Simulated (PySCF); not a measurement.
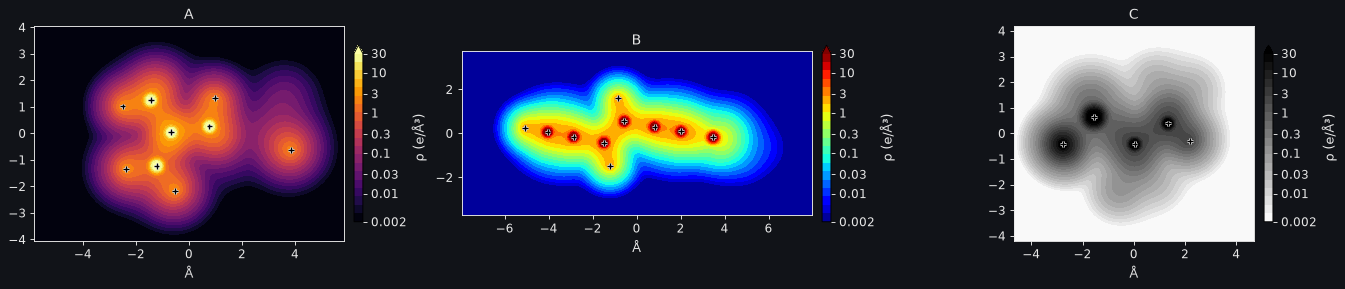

The electron density of 3 systems, each on a plane through atoms (crosses mark nuclei in the plane).

Theory: PBE0/pcSseg-1, SCF density, gas phase, non-relativistic in PySCF 2.14.0.

System 1: C7H9BSi (SMILES C#C/C=C/C#CB(C)[SiH3]), the plane of atoms C3, C4 and C5. Geometry: GFN2-xTB.

```xyz
18

C     5.2754   -0.2857    1.6234
C     4.1582   -0.1094    1.2155
C     2.8578    0.0995    0.7310
C     1.9188   -0.8623    0.7309
C     0.6241   -0.6757    0.2419
C    -0.5007   -0.5228   -0.2030
B    -1.8770   -0.3177   -0.7289
C    -2.1390   -0.4832   -2.2790
Si   -3.3423    0.1004    0.5252
H     6.2509   -0.4360    1.9776
H     2.6365    1.0889    0.3513
H     2.1428   -1.8496    1.1169
H    -2.6922   -1.4096   -2.4448
H    -2.7675    0.3124   -2.6776
H    -1.2351   -0.5369   -2.8837
H    -2.9933    1.1158    1.5307
H    -3.7626   -1.0874    1.2887
H    -4.5636    0.6007   -0.1280
```

System 2: C6H12F2OSi, the plane of atoms C3, C4 and H15. Geometry: GFN2-xTB.

```xyz
22

F     2.5092   -0.9246    1.8198
Si    2.0229    0.2541    0.8270
C     0.9231   -0.6302   -0.4593
C     0.3354    0.3015   -1.5253
C    -0.5245    1.4381   -0.9793
C    -1.6427    0.9653   -0.0525
O    -1.1305    0.5047    1.1942
C    -0.9218   -0.8432    1.3118
F    -2.1534   -1.4902    1.4237
C    -0.1521   -1.5192    0.1757
H     1.4223    1.2413    1.7027
H     3.2407    0.7184    0.1709
H     1.5852   -1.3183   -1.0029
H     1.1567    0.7393   -2.0977
H    -0.2649   -0.2939   -2.2211
H     0.1001    2.1386   -0.4229
H    -0.9765    1.9759   -1.8152
H    -2.2926    1.8087    0.1982
H    -2.2530    0.1906   -0.5268
H    -0.4278   -0.9833    2.2821
H     0.3056   -2.4219    0.5827
H    -0.8718   -1.8324   -0.5866
```

System 3: C3H14BNSi2, the plane of atoms N2, B1 and H9. Geometry: GFN2-xTB.

```xyz
21

B     1.9803    0.1640    1.5513
N     1.5048   -0.1253    0.2898
C     1.9867   -1.2212   -0.5196
C     0.4600    0.6614   -0.3509
C    -0.9029    0.5233    0.3343
Si   -2.1806    1.6663   -0.4936
Si   -1.4788   -1.2872    0.4560
H     1.5627    1.0986    2.1231
H     2.8073   -0.5185    2.0242
H     1.1647   -1.8744   -0.8259
H     2.7055   -1.8063    0.0483
H     2.4794   -0.8431   -1.4221
H     0.7612    1.7159   -0.3417
H     0.3756    0.3537   -1.3977
H    -0.7766    0.8749    1.3635
H    -3.4210    1.6562    0.2813
H    -1.6592    3.0357   -0.5514
H    -2.4443    1.2154   -1.8633
H    -1.5896   -1.8551   -0.8941
H    -2.7940   -1.3187    1.0978
H    -0.5500   -2.0987    1.2451
```

Which map belongs to which system?

Answer. Panel A is system 3, C3H14BNSi2: the plane holds B, N, C and H. B–N (1.38 Å): ρ is about 2 e/Å³ halfway. Panel B is system 1, C7H9BSi: the plane holds C, B and H. C–C (1.20 Å): the density is about 2.7 e/Å³ at the midpoint. Panel C is system 2, C6H12F2OSi: the plane holds F, Si, C and H. C–C (1.53 Å): the density is about 1.6 e/Å³ at the midpoint.
